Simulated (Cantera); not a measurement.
Input: 1 mol C2H4, a varied amount of H2, 2.4 mol N2, held at 773.15 K and 56.0 bar.

Method: chemical equilibrium by Gibbs-energy minimisation in Cantera with the NASA 1993 tables (ideal gas, pure condensed phases). Candidate condensed phases: C, C6H6, C7H8, C8H18; 92 gas species. The ideal-gas law is rough above about 30 bar. Rates play no part.

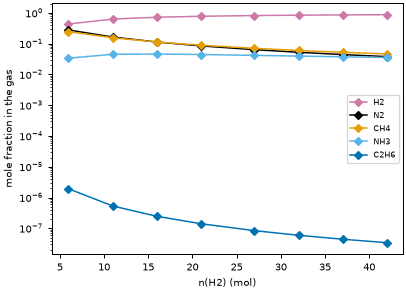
Fig. 1. Equilibrium gas composition (values under 1e-9 drawn at 1e-9)

### Question
Read off the mole fractions at 21 mol H2.

### Answer
H2 about 0.78, CH4 about 0.089, N2 about 0.085, NH3 about 0.045, C2H6 about 1.4e-7.
